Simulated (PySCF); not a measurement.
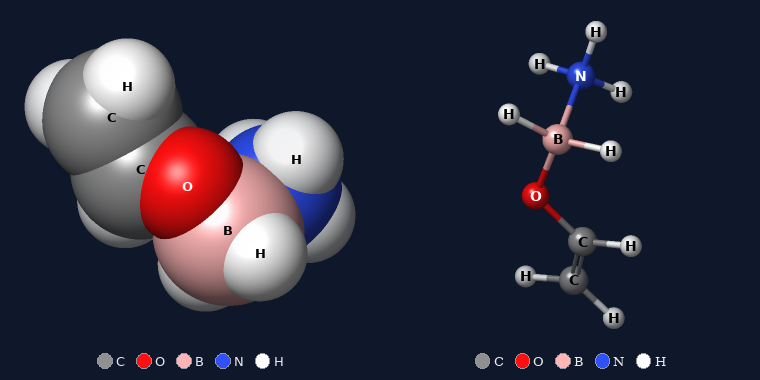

The same structure drawn twice, from different directions.

The geometry was computed by an optimisation with PBE0-D3(BJ)/def2-SVP. No frequency run is at hand to confirm it as a minimum.

What is the molecular formula?

Answer. C2H8BNO, 13 atoms: 2 carbon, 8 hydrogen, 1 boron, 1 nitrogen and 1 oxygen.

Write the SMILES.

Answer. C=CO[BH2-][NH3+]

What is the point group of this geometry?

Answer. C1.

More results for the same structure follow; atom numbers are the same in all pictures, views and colours differ.

## Levels of theory compared

No frequency run is at hand to confirm it as a minimum. Program: PySCF 2.14.0.

Tabulate polarisability (bohr³), dipole (D) at these levels: B3LYP/def2-SVPD; BHandHLYP/def2-SVPD; CAM-B3LYP/def2-SVPD; LC-wPBE/def2-SVPD; PBE/def2-SVPD; PBE0/def2-TZVP.

```json
{"level": "B3LYP/def2-SVPD", "polarisability (bohr³)": "60.8", "dipole (D)": "5.46"}
{"level": "BHandHLYP/def2-SVPD", "polarisability (bohr³)": "58.2", "dipole (D)": "5.52"}
{"level": "CAM-B3LYP/def2-SVPD", "polarisability (bohr³)": "59.7", "dipole (D)": "5.51"}
{"level": "LC-wPBE/def2-SVPD", "polarisability (bohr³)": "58.1", "dipole (D)": "5.58"}
{"level": "PBE/def2-SVPD", "polarisability (bohr³)": "63.1", "dipole (D)": "5.42"}
{"level": "PBE0/def2-TZVP", "polarisability (bohr³)": "57.0", "dipole (D)": "5.54"}
```

## Excitation

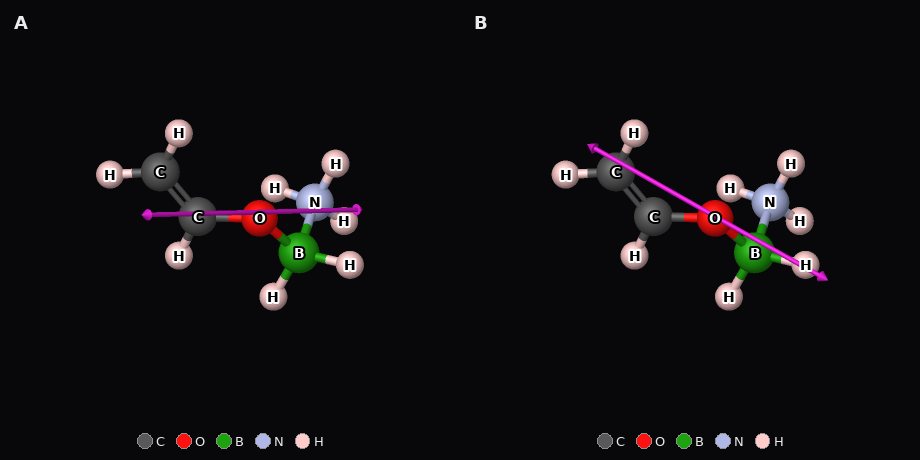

The double arrows show the directions of two transition dipoles from the ground state (lengths mean nothing). No frequency run is at hand to confirm it as a minimum. Method: TDDFT CAM-B3LYP/def2-SVPD, vertical, gas phase, core orbitals frozen in the response (PySCF 2.14.0).

One belongs to singlet state 2 and one to singlet state 4. Which is which?

Answer. A: state 2, 6.53 eV (190 nm), oscillator strength 0.12, of mixed character, with the largest part HOMO → LUMO+2 (weight 0.41).
B: state 4, 6.74 eV (184 nm), oscillator strength 0.016, mainly HOMO−1 → LUMO (weight 0.89).

## Core levels

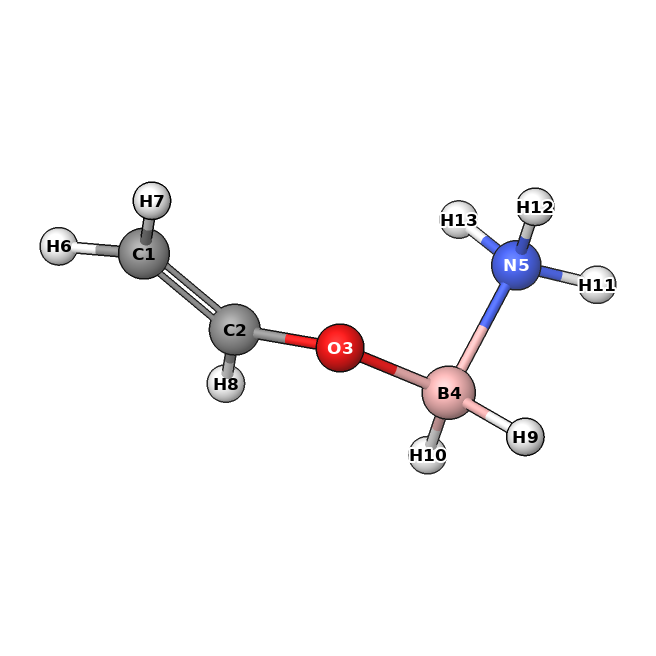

No frequency run is at hand to confirm it as a minimum. Method: delta-SCF UKS PBE0, pcX-2 on the ionised atom, pcseg-1 elsewhere, spin-free X2C (PySCF 2.14.0).

Give the core-electron binding energies (to vacuum) of C1 1s, C2 1s, O3 1s, B4 1s, N5 1s.

```csv
atom,level,binding energy (eV)
C1,1s,288.8
C2,1s,291.0
O3,1s,536.8
B4,1s,195.0
N5,1s,407.6
```
